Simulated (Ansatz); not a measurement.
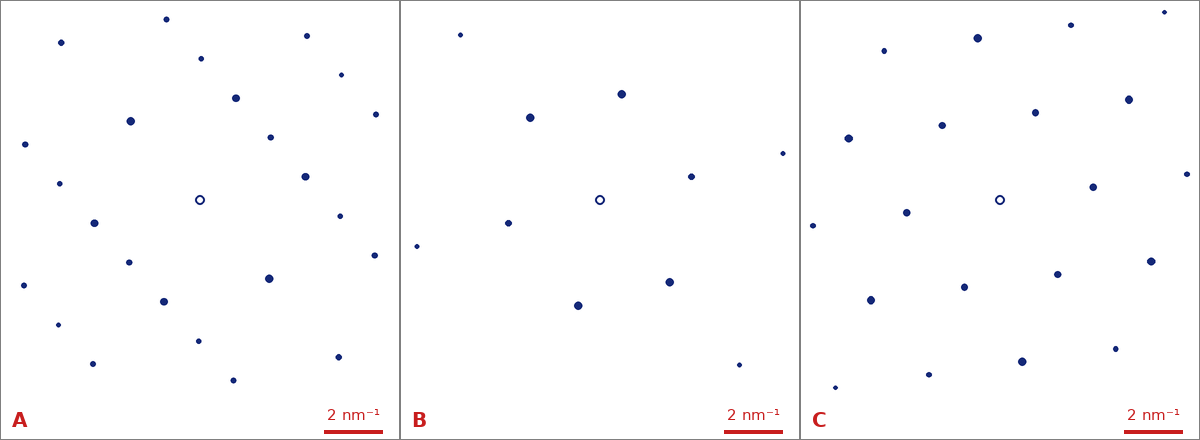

Computed electron diffraction patterns, 300 kV, single scattering only, B = 0.5 Å².

All three come from Lu, space group P6_3/mmc (No. 194), a = 3.496 Å, c = 5.449 Å (hexagonal axes). Structure: the end point of a relaxation at fixed volume with DFT PBE, spin-orbit coupling, plane waves, PAW (Ansatz 0.2.0).

### Assign the zone axes [001], [100], [101] to A, B and C.

A is [100]: rectangular net of 0 0 1 (itself extinct) at d = 5.45 Å and 0 1 0 at d = 3.03 Å, at 90.0°. B is [101]: centred rectangular net of 0 1 0 at d = 3.03 Å and 1 0 -1 at d = 2.65 Å, at 64.1°. C is [001]: hexagonal net of 1 -1 0 at d = 3.03 Å and 1 0 0 at d = 3.03 Å, at 60.0°.
